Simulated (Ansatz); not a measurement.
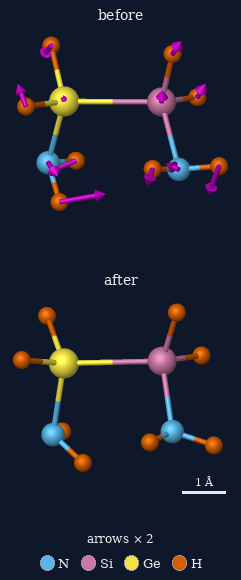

The structure of GeSiN$_{2}$H$_{8}$ (coarse preliminary run) before (top) and after (bottom) a relaxation, at one scale. The purple arrows give the displacements, magnified 2 times.

The picture is a ball-and-stick view, seen at a tilt.

The start comes from a force field.

The calculation used RKS PBE-D4/def2-SVP (Ansatz 0.2.0). Settings: force threshold 0.03 eV/Å; at most 200 steps.

Summarise the run.

Answer. An H atom moves most after the best rigid fit: 0.56 Å. By element the largest moves are H 0.56 Å, N 0.31 Å, Si 0.19 Å, Ge 0.07 Å. Some distances before and after: H–Si 1.447 → 1.517 Å, N–Si 1.830 → 1.765 Å, Ge–N 1.819 → 1.877 Å, H–N 1.088 → 1.032 Å. Bond angles that change, for instance: Si–N–H 104.0° → 116.5°, Si–N–H 106.4° → 117.0°, N–Si–Ge 109.6° → 102.1°. Groups turn about Ge–N by about 30°. The energy falls by 39.4 kJ/mol in 17 accepted moves (18 points after the start). Largest force component: 2.7 eV/Å at the start, 0.026 eV/Å at the end. The line search rejected the trial step at point 4 of the run. The forces were under the threshold at step 6, but the run went on from there. Cost: 21 s on 4 threads of Arm Neoverse V2, on a shared host.
